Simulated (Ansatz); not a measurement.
# Geometry relaxation of AlH$_{3}$ClF

- system: AlH$_{3}$ClF
- method: RKS PBE-D4/def2-SVPD (Ansatz 0.2.0)

It belongs to a series of runs on one base structure; here: end point A relaxed. Figures and captions count atoms from 1; the log counts them from 0 in places.

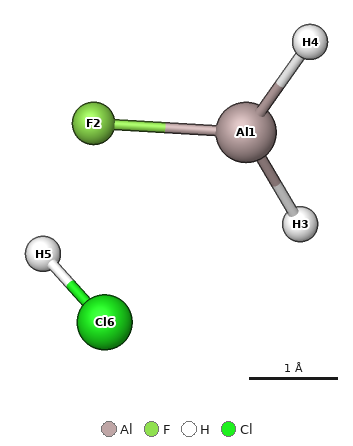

The starting structure (ball-and-stick view, seen at a tilt; atoms are numbered from 1 in the order of the input). Sticks mark near contacts. Bond lengths as drawn: Al–F 1.75 Å, Al–H 1.58 Å and Cl–H 1.32 Å.

**Input**
```yaml
crystal:
  periodic: [false, false, false]
  atoms:
    - { symbol: Al, position_ang: [-0.903189, 0.455538, -0.452406] }
    - { symbol: F, position_ang: [-0.796539, -0.537833, 0.988213] }
    - { symbol: H, position_ang: [-1.12208, -0.338843, -1.804914] }
    - { symbol: H, position_ang: [-0.863972, 2.019214, -0.202023] }
    - { symbol: H, position_ang: [1.329652, -0.989015, 1.1045] }
    - { symbol: Cl, position_ang: [2.356128, -0.608962, 0.366529] }
basis:
  gaussian: { orbitals: def2-SVPD }
hamiltonian:
  xc: pbe
  dispersion: d4
relax:
  f_tol: 0.03
  max_steps: 50
output:
  orbitals: {}
```

Hardware: 2 threads of Arm Neoverse V2, 24 GiB of memory available, shared host.

Launched with:
```bash
ansatz run input.yaml --threads 2 --pin off --max-ram 3072MiB --backend cpu --events-out ev --progress --plain --runs-dir out
```

**Output**
```
The last accepted step is kept in [file] (removed where the run ends without a failure and the disk answers)
Engine: ansatz 0.2.0, aarch64-unknown-linux-gnu
Functional definition: PBE
  parameter kappa = 0.804
  parameter beta = 0.06672455060314922
  exchange = pbe_x(kappa = kappa, mu = beta*pi^2/3)
  correlation = pbe_c(beta = beta)
882 factors; their error is unknown
mean field evaluation 1: about -21864.6210 eV, gradient 4.1e1 eV
mean field evaluation 2: about -21845.1331 eV, gradient 1.2e2 eV
mean field evaluation 4: about -21867.6431 eV, gradient 4.3e0 eV
mean field evaluation 8: about -21867.6420 eV, gradient 1.1e-1 eV
mean field -21867.64203457 eV, -803.6210223502 hartree, gradient 7.5e-5 eV, S^2 0.000000; 0 other end points of the search recorded, 0 dependent functions left out
the calculation of the forces begins
reference -21867.64208764 eV, -803.6210243006 hartree; 21, 21 occupied and 77, 77 virtual orbitals, 882 factors
relax step   1: F+E_penalty+E_count = -21867.72029854 eV  Δ(F+E_penalty+E_count) = +0.000e0 eV  max|allowed force component| = 7.187e-1 eV/Å  Δτ_max = 0.0000 Å  (25 SCF iters, accepted)
these checks for a lower state are left out or cut short: starts, cluster_reference, orbital_swaps, neighbouring_geometries, increment
882 factors; their error is unknown
mean field evaluation 16: about -21867.6926 eV, gradient 7.5e0 eV
mean field -21867.70255290 eV, -803.6232463579 hartree, gradient 1.0e-5 eV, S^2 0.000000; 0 other end points of the search recorded, 0 dependent functions left out
the calculation of the forces begins
reference -21867.70260483 eV, -803.6232482662 hartree; 21, 21 occupied and 77, 77 virtual orbitals, 882 factors
relax step   2: F+E_penalty+E_count = -21867.78575702 eV  Δ(F+E_penalty+E_count) = -6.546e-2 eV  max|allowed force component| = 3.753e-1 eV/Å  Δτ_max = 0.1918 Å  (28 SCF iters, accepted)
these checks for a lower state are left out or cut short: starts, cluster_reference, orbital_swaps, neighbouring_geometries, increment
882 factors; their error is unknown
mean field -21867.76268210 eV, -803.6254560651 hartree, gradient 1.2e-5 eV, S^2 0.000000; 0 other end points of the search recorded, 0 dependent functions left out
the calculation of the forces begins
reference -21867.76273313 eV, -803.6254579405 hartree; 21, 21 occupied and 77, 77 virtual orbitals, 882 factors
relax step   3: F+E_penalty+E_count = -21867.85001440 eV  Δ(F+E_penalty+E_count) = -6.426e-2 eV  max|allowed force component| = 1.506e-1 eV/Å  Δτ_max = 0.1901 Å  (28 SCF iters, accepted)
these checks for a lower state are left out or cut short: starts, cluster_reference, orbital_swaps, neighbouring_geometries, increment
882 factors; their error is unknown
mean field evaluation 32: about -21867.8051 eV, gradient 2.1e-1 eV
mean field -21867.80540259 eV, -803.6270260142 hartree, gradient 1.8e-5 eV, S^2 0.000000; 0 other end points of the search recorded, 0 dependent functions left out
the calculation of the forces begins
reference -21867.80545344 eV, -803.6270278829 hartree; 21, 21 occupied and 77, 77 virtual orbitals, 882 factors
relax step   4: F+E_penalty+E_count = -21867.89648640 eV  Δ(F+E_penalty+E_count) = -4.647e-2 eV  max|allowed force component| = 1.075e-1 eV/Å  Δτ_max = 0.1950 Å  (28 SCF iters, accepted)
these checks for a lower state are left out or cut short: starts, cluster_reference, orbital_swaps, neighbouring_geometries, increment
882 factors; their error is unknown
mean field -21867.80353391 eV, -803.6269573417 hartree, gradient 1.8e-5 eV, S^2 0.000000; 0 other end points of the search recorded, 0 dependent functions left out
the calculation of the forces begins
reference -21867.80358432 eV, -803.6269591941 hartree; 21, 21 occupied and 77, 77 virtual orbitals, 882 factors
relax step   5: F+E_penalty+E_count = -21867.89589735 eV  Δ(F+E_penalty+E_count) = +5.891e-4 eV  max|allowed force component| = 2.112e-1 eV/Å  Δτ_max = 0.0793 Å  (27 SCF iters, rejected (line search))
these checks for a lower state are left out or cut short: starts, cluster_reference, orbital_swaps, neighbouring_geometries, increment
882 factors; their error is unknown
mean field -21867.80926737 eV, -803.6271680424 hartree, gradient 1.4e-5 eV, S^2 0.000000; 0 other end points of the search recorded, 0 dependent functions left out
the calculation of the forces begins
reference -21867.80931800 eV, -803.6271699030 hartree; 21, 21 occupied and 77, 77 virtual orbitals, 882 factors
relax step   6: F+E_penalty+E_count = -21867.90066698 eV  Δ(F+E_penalty+E_count) = -4.181e-3 eV  max|allowed force component| = 2.963e-2 eV/Å  Δτ_max = 0.0388 Å  (28 SCF iters, accepted)
these checks for a lower state are left out or cut short: starts, cluster_reference, orbital_swaps, neighbouring_geometries, increment
882 factors; their error is unknown
mean field -21867.80984498 eV, -803.6271892692 hartree, gradient 1.3e-5 eV, S^2 0.000000; 0 other end points of the search recorded, 0 dependent functions left out
the calculation of the forces begins
reference -21867.80989546 eV, -803.6271911241 hartree; 21, 21 occupied and 77, 77 virtual orbitals, 882 factors
relax step   7: F+E_penalty+E_count = -21867.90163497 eV  Δ(F+E_penalty+E_count) = -9.680e-4 eV  max|allowed force component| = 3.178e-2 eV/Å  Δτ_max = 0.0327 Å  (28 SCF iters, accepted)
these checks for a lower state are left out or cut short: starts, cluster_reference, orbital_swaps, neighbouring_geometries, increment
882 factors; their error is unknown
mean field evaluation 64: about -21867.8101 eV, gradient 1.2e-5 eV
mean field -21867.81006123 eV, -803.6271972160 hartree, gradient 1.2e-5 eV, S^2 0.000000; 0 other end points of the search recorded, 0 dependent functions left out
the calculation of the forces begins
reference -21867.81011164 eV, -803.6271990685 hartree; 21, 21 occupied and 77, 77 virtual orbitals, 882 factors
relax step   8: F+E_penalty+E_count = -21867.90185214 eV  Δ(F+E_penalty+E_count) = -2.172e-4 eV  max|allowed force component| = 2.817e-2 eV/Å  Δτ_max = 0.0084 Å  (28 SCF iters, accepted)
```

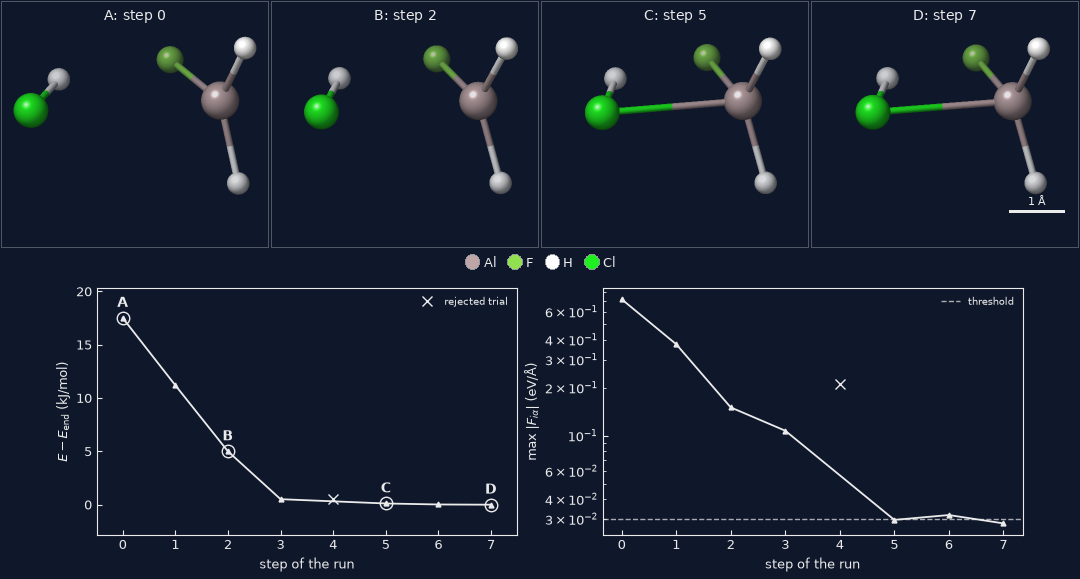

Frames of the relaxation (ball-and-stick view, seen at a tilt) above the curves, on which the letters mark them (the first geometry is step 0 here and step 1 in the log).

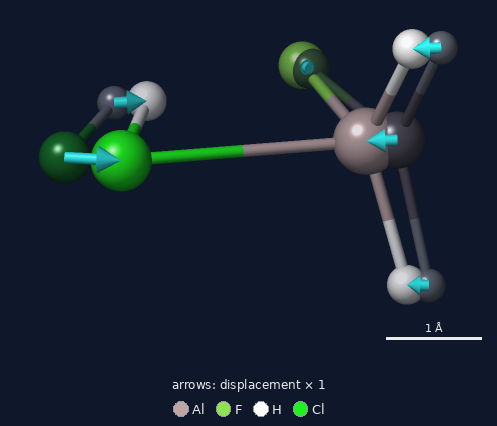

Start (faint) and end (solid) with the displacements as teal arrows, at true length (ball-and-stick view, seen at a tilt). The two geometries are laid on each other by the best rigid fit. The largest move after the best rigid fit is that of Cl6, 0.60 Å. Largest moves by element: Cl 0.60 Å, H 0.35 Å, Al 0.32 Å, F 0.13 Å. Among the contacts that change: Al1–Cl6 3.525 → 2.632 Å, H5–Cl6 1.320 → 1.332 Å, Al1–F2 1.753 → 1.745 Å. Over 7 geometry steps the energy falls by 17.5 kJ/mol. Largest force component: 0.72 eV/Å at the start, 0.028 eV/Å at the end. The line search rejected the trial step at point 4 (counted from 0) and went back. (Atoms are counted from 1 in the order of the input.)

```
882 factors; their error is unknown
mean field -21867.81006123 eV, -803.6271972160 hartree, gradient 1.2e-5 eV, S^2 0.000000; 1 other end points of the search recorded, 0 dependent functions left out
the calculation of the forces begins
reference -21867.81011164 eV, -803.6271990685 hartree; 21, 21 occupied and 77, 77 virtual orbitals, 882 factors
Total energy: -21867.90190255 eV, -803.6305723225 hartree
Atom 0 at    -0.615020     0.336927    -0.362266 Å, force     0.020429     0.010079    -0.013737 eV/Å
Atom 1 at    -0.782360    -0.632699     1.079463 Å, force    -0.005118    -0.010489     0.009256 eV/Å
Atom 2 at    -0.920352    -0.423764    -1.721551 Å, force    -0.009412     0.000407     0.002451 eV/Å
Atom 3 at    -0.598056     1.905061    -0.116898 Å, force    -0.008757    -0.000619     0.000709 eV/Å
Atom 4 at     1.032358    -0.844587     1.006644 Å, force    -0.025316    -0.007086     0.022293 eV/Å
Atom 5 at     1.883431    -0.340840     0.114509 Å, force     0.028173     0.007708    -0.020972 eV/Å
Dipole moment:     0.213813     0.007449    -0.056195 e Å
```

**Trajectory as extended XYZ (Å, eV, eV/Å), 8 frames, from step=1 to step=8**
```
6
Properties=species:S:1:pos:R:3:forces:R:3 step=1 energy=-21867.72030
Al   -0.9032    0.4555   -0.4524    0.1937  -0.5171   0.7187
F    -0.7965   -0.5378    0.9882    0.0076   0.4270  -0.6383
H    -1.1221   -0.3388   -1.8049   -0.0035   0.0045  -0.0208
H    -0.8640    2.0192   -0.2020    0.0023   0.0133  -0.0089
H     1.3297   -0.9890    1.1045    0.1534   0.1239  -0.1900
Cl    2.3561   -0.6090    0.3665   -0.3535  -0.0515   0.1392
6
Properties=species:S:1:pos:R:3:forces:R:3 step=2 energy=-21867.78576
Al   -0.8031    0.4205   -0.4234    0.1178  -0.2890   0.3753
F    -0.7692   -0.5633    1.0104   -0.0140   0.2035  -0.2924
H    -1.0614   -0.3586   -1.7805    0.0388  -0.0027   0.0001
H    -0.8012    1.9880   -0.1807    0.0489  -0.0087   0.0038
H     1.2373   -0.9506    1.0869    0.0106   0.0621  -0.0852
Cl    2.1976   -0.5358    0.2872   -0.2021   0.0349  -0.0015
6
Properties=species:S:1:pos:R:3:forces:R:3 step=3 energy=-21867.85001
Al   -0.7044    0.3837   -0.3923    0.0831  -0.0582   0.0293
F    -0.7639   -0.5870    1.0382   -0.0586  -0.0151   0.0375
H    -0.9969   -0.3806   -1.7543    0.0621  -0.0062   0.0251
H    -0.7317    1.9552   -0.1595    0.0780  -0.0318   0.0145
H     1.1513   -0.9160    1.0616   -0.0140   0.0373  -0.0466
Cl    2.0457   -0.4553    0.2062   -0.1506   0.0741  -0.0598
6
Properties=species:S:1:pos:R:3:forces:R:3 step=4 energy=-21867.89649
Al   -0.6127    0.3450   -0.3610   -0.1046   0.0324  -0.0429
F    -0.8091   -0.6121    1.0783    0.0479  -0.0208   0.0080
H    -0.9262   -0.4044   -1.7281    0.0489  -0.0164   0.0284
H    -0.6458    1.9195   -0.1384    0.0717  -0.0331   0.0210
H     1.0929   -0.8869    1.0336    0.0436   0.0654  -0.0929
Cl    1.9010   -0.3610    0.1155   -0.1075  -0.0276   0.0784
6
Properties=species:S:1:pos:R:3:forces:R:3 step=5 energy=-21867.89590 accepted=F
Al   -0.6228    0.3367   -0.3570    0.1223   0.0729  -0.1079
F    -0.7601   -0.6337    1.0843   -0.1472  -0.0601   0.1055
H    -0.9016   -0.4254   -1.7233   -0.0599   0.0110   0.0317
H    -0.5923    1.9087   -0.1194   -0.0554  -0.0366   0.0061
H     1.0256   -0.8519    1.0103   -0.0710  -0.0101   0.0394
Cl    1.8512   -0.3343    0.1049    0.2112   0.0230  -0.0746
6
Properties=species:S:1:pos:R:3:forces:R:3 step=6 energy=-21867.90067
Al   -0.6198    0.3419   -0.3602   -0.0108   0.0122  -0.0181
F    -0.7976   -0.6214    1.0805    0.0156  -0.0103   0.0022
H    -0.9180   -0.4144   -1.7239    0.0059  -0.0129   0.0059
H    -0.6224    1.9131   -0.1281    0.0237  -0.0096   0.0138
H     1.0641   -0.8661    1.0177   -0.0049   0.0157  -0.0131
Cl    1.8936   -0.3530    0.1139   -0.0296   0.0048   0.0093
6
Properties=species:S:1:pos:R:3:forces:R:3 step=7 energy=-21867.90163
Al   -0.6150    0.3372   -0.3598    0.0032   0.0119  -0.0283
F    -0.7902   -0.6317    1.0803    0.0077  -0.0057   0.0100
H    -0.9152   -0.4225   -1.7211   -0.0105   0.0001   0.0032
H    -0.6010    1.9062   -0.1180   -0.0033  -0.0042   0.0053
H     1.0401   -0.8454    1.0096   -0.0289  -0.0144   0.0259
Cl    1.8813   -0.3437    0.1089    0.0318   0.0124  -0.0161
6
Properties=species:S:1:pos:R:3:forces:R:3 step=8 energy=-21867.90185
Al   -0.6150    0.3369   -0.3623    0.0204   0.0101  -0.0137
F    -0.7824   -0.6327    1.0795   -0.0051  -0.0105   0.0093
H    -0.9204   -0.4238   -1.7216   -0.0094   0.0004   0.0025
H    -0.5981    1.9051   -0.1169   -0.0088  -0.0006   0.0007
H     1.0324   -0.8446    1.0066   -0.0253  -0.0071   0.0223
Cl    1.8834   -0.3408    0.1145    0.0282   0.0077  -0.0210
```

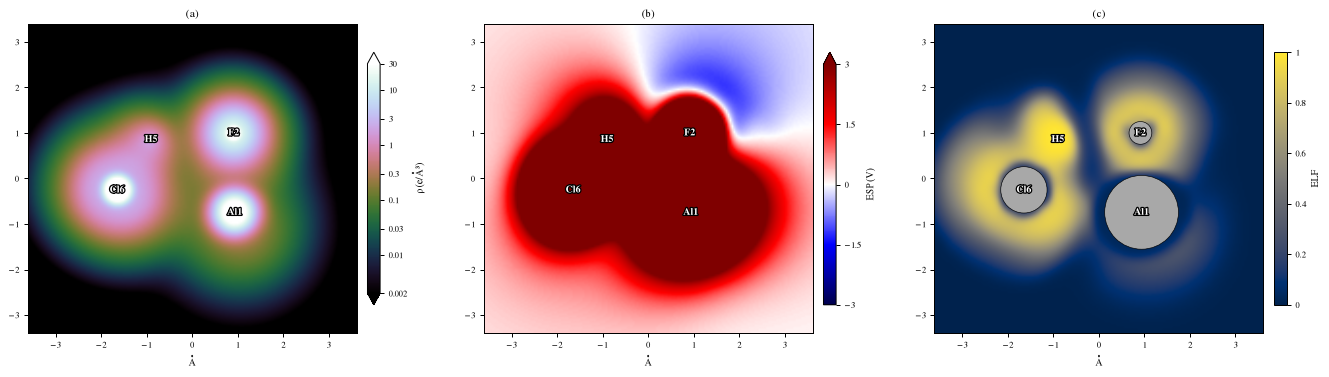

(a) electron density; (b) molecular electrostatic potential; (c) electron localisation function on the plane of atoms Al1, Cl6 and H5. Grey discs, where drawn, cover atomic cores. The plane passes through Al, F, H and Cl nuclei. Al–F (1.75 Å): ρ is about 0.65 e/Å³ halfway; the ELF peaks at about 0.85 in the valence shell of F, 0.6 Å from its nucleus, and is about 0.30 at the midpoint. Al–Cl (2.63 Å): ρ at the midpoint is about 0.23 e/Å³, with its minimum of 0.15 e/Å³ about 1.0 Å from Al; the ELF peaks at about 0.85 in the valence shell of Cl, 0.8 Å from its nucleus, and is about 0.55 at the midpoint, which marks a closed-shell, largely ionic contact.

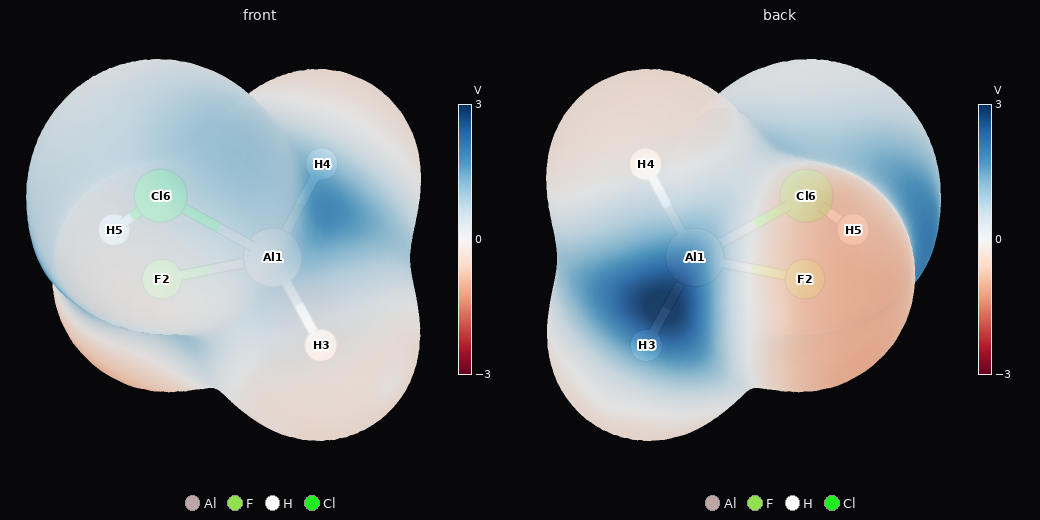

The electrostatic potential painted on the density surface at 0.002 e/bohr³, seen at a tilt and from behind; the colour scale runs from red (negative) to blue (positive). A positive charge is drawn to the negative regions and a negative charge to the positive ones.

**Summary**

- outcome: converged
- total energy: −21867.9019 eV
- mean-field energy: −21867.8101 eV
- largest force (length of the vector) at the end: 0.036 eV/Å
- wall time: 10 s (CPU time 19 s)
- peak memory: 0.16 GiB
